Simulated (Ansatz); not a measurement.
## Electronic structure of Cl₂GaH₂N···H₂ in real space

Input file:

```
crystal:
  periodic: [false, false, false]
  atoms:
    - {symbol: Ga, position_ang: [0.381206, -0.771232, -0.109381]}
    - {symbol: H, position_ang: [-2.397625, 0.136499, 0.199844]}
    - {symbol: Cl, position_ang: [-0.221229, -1.562873, -1.987927]}
    - {symbol: Cl, position_ang: [0.059613, -1.938291, 1.637934]}
    - {symbol: H, position_ang: [-1.998741, 0.768960, 0.234431]}
    - {symbol: N, position_ang: [1.135116, 0.855763, 0.000683]}
    - {symbol: H, position_ang: [1.456488, 1.341716, -0.819145]}
    - {symbol: H, position_ang: [1.585271, 1.169559, 0.843560]}
basis:
  gaussian: {orbitals: def2-TZVPP}
hamiltonian: {xc: pbe0, dispersion: d4}
output: {orbitals: {seedname: orbitals}}
```

Launched as:

```sh
ansatz run in.yaml --threads 4 --pin off --events-out ev --progress --plain --max-ram 9574MiB
```

The product side of a reaction path; geometry: PBE0-D4/def2-TZVP.

These are results of RKS PBE0-D4/def2-TZVPP in Ansatz, not measurements.

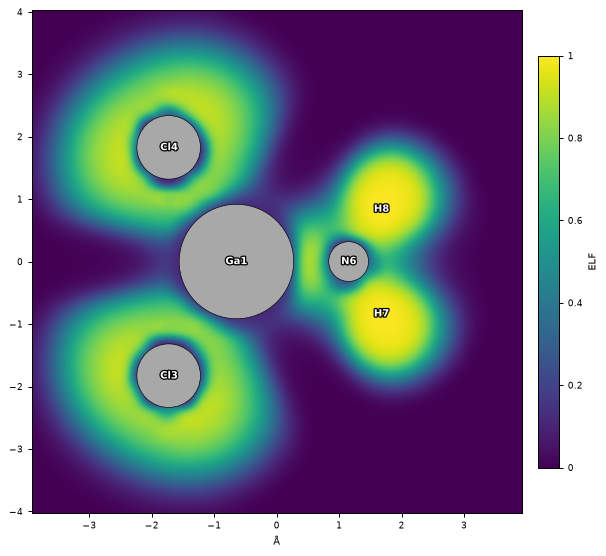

Figure 1. ELF on the plane of atoms Cl3, Ga1 and N6. Grey discs cover the atomic cores.

> What does the map show?

The section cuts through Ga, Cl, N and H sites. Ga–N (1.80 Å): the ELF peaks at about 0.85 in the valence shell of N, 0.6 Å from its nucleus, and is about 0.30 at the midpoint. Ga–Cl (2.13 Å): the ELF peaks at about 0.85 in the valence shell of Cl, 0.9 Å from its nucleus, and is about 0.60 at the midpoint. N–H (1.01 Å): the ELF climbs to about 1 towards the hydrogen, as it does in any bond to H; a covalent bond by its length. The ELF also peaks beside Cl3 and Cl4, away from the bonds: lone-pair regions.

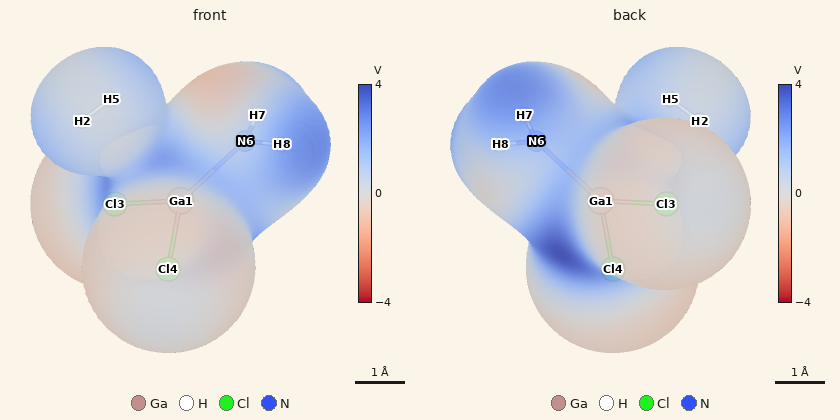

Figure 2. The molecular electrostatic potential painted on the density surface at 0.004 e/bohr³, seen from the front and from behind; red is negative and blue positive.

> Describe the electrostatic potential map.

The most negative region (about −0.8 V) lies over N6, the most positive (about +3.7 V) over Ga1. Cl3 shows a σ-hole: about +0.2 V at the tip opposite its bond, against about −0.4 V on its flanks. Cl4 shows a σ-hole: about +0.1 V at the tip opposite its bond, against about −0.4 V on its flanks.

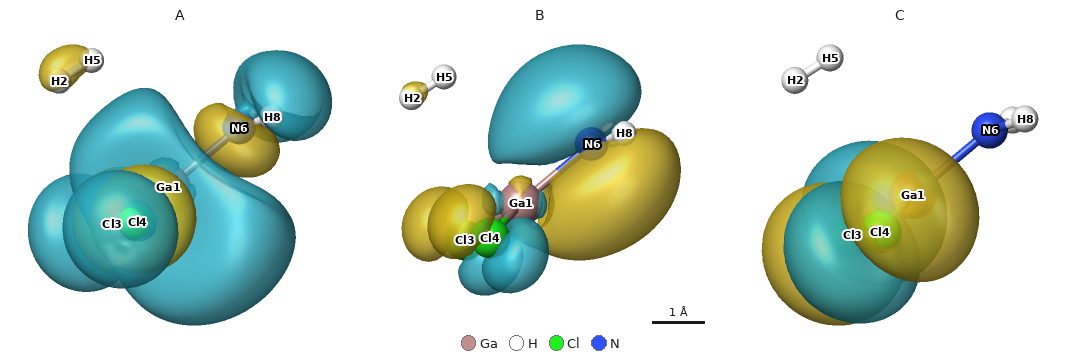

Figure 3. Three frontier orbitals at ±0.06 Å⁻³ᐟ² (yellow and cyan are the two phases), in no order.

> Order the three orbitals by energy and name them.

C is the HOMO−1 (−9.07 eV). By Hirshfeld shares it lies mainly on Cl4 (about 45 %) and Cl3 (about 45 %); largely a combination of lone pairs on Cl4 and Cl3. B is the HOMO (−8.06 eV). It lies mainly on N6 (about 70 %) and Ga1 (about 10 %); largely a lone pair of N6. A is the LUMO (−0.92 eV). It lies mainly on Ga1 (about 45 %), Cl3 (about 20 %), Cl4 (about 20 %) and N6 (about 10 %).

> What is the HOMO–LUMO gap?

7.14 eV between the orbital energies.
